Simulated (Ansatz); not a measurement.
**BClH2: density, localisation and related maps**

```xyz
4

B     0.2925    0.0000    0.1689
H     0.2594    0.0000    1.3606
H     1.3080    0.0000   -0.4556
Cl   -1.2278    0.0000   -0.7089
```

Method: Ansatz 0.2.0, RHF/def2-SVP.

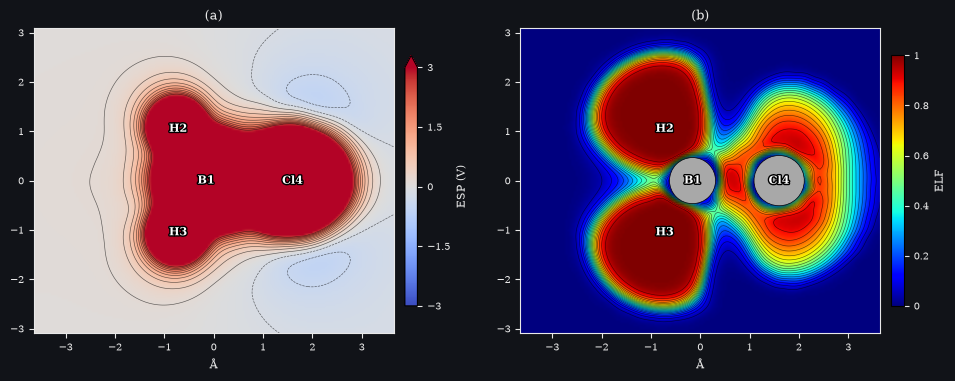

Figure 1. (a) molecular electrostatic potential; (b) electron localisation function on the molecular plane. Grey discs cover the atomic cores in the ELF map.

**What do the fields say about this system?**

Atoms in the plane: B, H and Cl. B–Cl (1.76 Å): the ELF peaks at about 0.95 between the atoms; a polar covalent bond. B–H (1.19 Å): the ELF climbs to about 1 towards the hydrogen, as it does in any bond to H (a covalent bond by its length). The ELF also peaks beside Cl4, away from the bonds: lone-pair regions. Outside the dense part of the molecule the potential is most negative (−0.6 V) near Cl4.

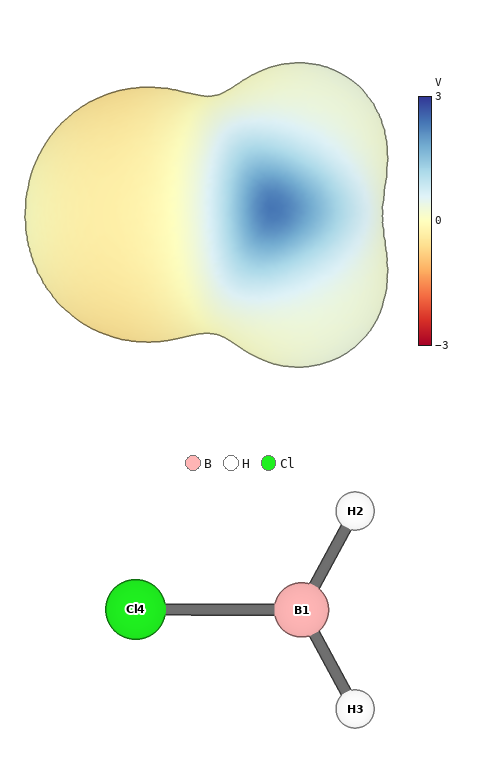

Figure 2. The molecular electrostatic potential painted on the density surface at 0.002 e/bohr³, seen across its widest extent; the colour scale runs from red (negative) to blue (positive). The bare structure is drawn below in the same view.

**Describe the electrostatic potential map.**

The most negative region (about −0.5 V) lies over Cl4, the most positive (about +2.3 V) over B1.

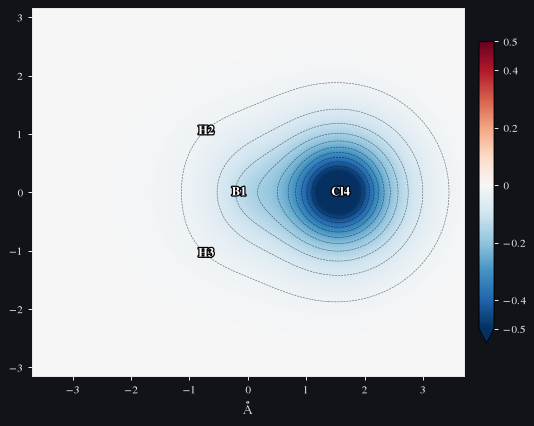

Figure 3. The HOMO−1 on a plane 0.8 Å above the molecular plane (values in Å⁻³ᐟ²; the overall sign is arbitrary).

**What is the character of this orbital?**

Its weight (Hirshfeld) is mainly on Cl4 (about 90 %); it changes sign across the molecular plane (π type). Its energy is −13.12 eV.
